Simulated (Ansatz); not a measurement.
```csv
atom,x (Å),y (Å),z (Å)
C,-2.1110,0.5509,-0.4501
F,0.5661,1.1342,-2.5413
F,-1.7035,3.3915,-2.3349
Sc,-1.0180,1.7612,-1.8915
H,-3.1780,0.4478,-0.7239
H,-2.0994,1.0261,0.5500
H,-1.6988,-0.4665,-0.3291
```

Geometry: PBE0-D4/def2-SVP.

Level of theory: isolated molecule in a Gaussian basis; Kohn-Sham density functional theory, functional PBE0 (Ansatz).

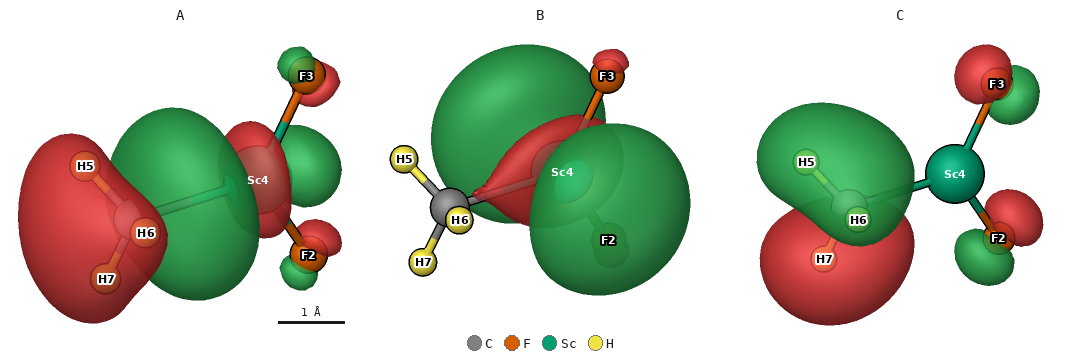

CH₃F₂Sc. Three frontier orbitals at ±0.08 Å⁻³ᐟ² (green and red are the two phases), in no order.

Q: Order the three orbitals by energy and name them.

A: C is the HOMO−1 (−10.69 eV). By Hirshfeld shares it lies mainly on C1 (about 45 %), H7 (about 25 %) and H5 (about 10 %). A is the HOMO (−7.39 eV). By Hirshfeld shares it lies mainly on C1 (about 55 %) and Sc4 (about 25 %). B is the LUMO (−2.25 eV). Its weight (Hirshfeld) is mainly on Sc4 (about 90 %).

Q: What is the HOMO–LUMO gap?

A: 5.14 eV between the orbital energies.
